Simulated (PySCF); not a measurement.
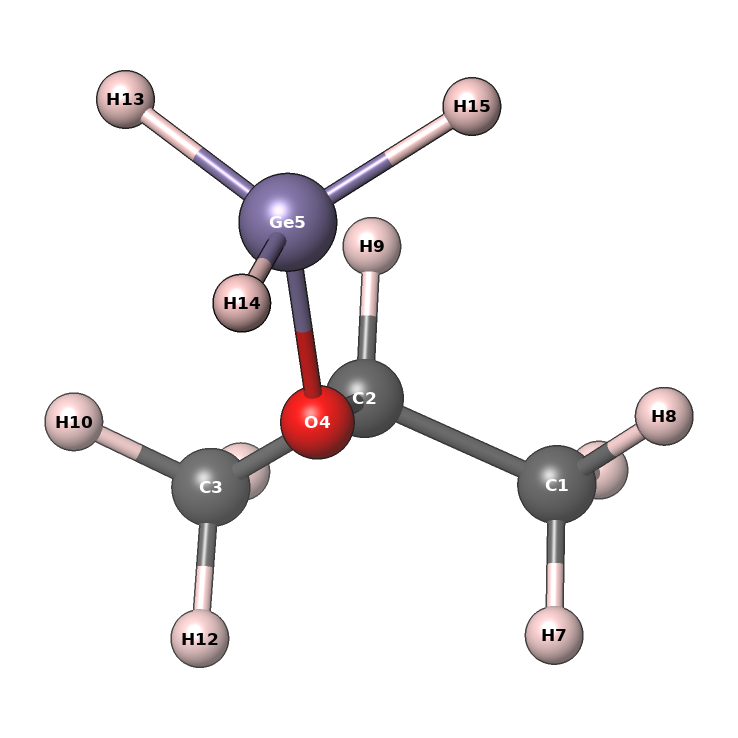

C2 lies behind O4. The molecule seen a little off the O4–C2 bond, O4 in front. Depth is shown by fading: the farther an atom, the more it takes the colour of the background. The computed structure is the end point of a PBE0-D3(BJ)/def2-SVP optimisation. No frequency run is at hand to confirm it as a minimum.

**What is the torsion angle Ge5–O4–C2–C1? The sign is positive where the front bond must turn clockwise to cover the back bond.**

116°, anticlinal.
